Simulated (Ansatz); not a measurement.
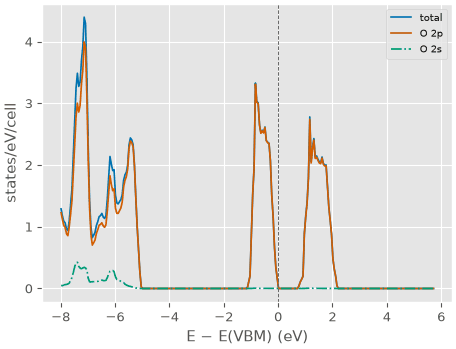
Fig. 1. Total and projected density of states of O (α-O2, space group No. 12), DFT-LDA in the program Ansatz with PAW potentials

### Question
Which orbitals carry the states next to the gap?

### Answer
Top 1 eV of the valence band: O 2p 100 %. Bottom 1 eV of the conduction band: O 2p 99 %. Projections are on Löwdin-orthogonalised atomic valence shells; empty p or d shells of many metals are not among them.

### Question
Where is the tallest occupied peak in this window, and what makes it?

### Answer
Near -7.1 eV, about 4.4 states/eV per cell; the largest projected share is O 2p.

Space group C2/m (α-O2). The cell was relaxed with LDA under the symmetry of its start. The final state is ferromagnetic, chosen from 5 collinear starts compared on coarse meshes (ties went to the first, and starts can fall back to one state), not a proven ground state. Textbook magnetic order: antiferromagnetic. The substance is a gas or liquid at ambient conditions; this is its low-temperature solid. The volume moved by -16 % from the start of the relaxation. No Hubbard U is applied. A crystal of weakly bound units computed without a dispersion correction: the cell and the soft elastic constants depend strongly on that.

Potentials: the later of the program's two PAW sets.
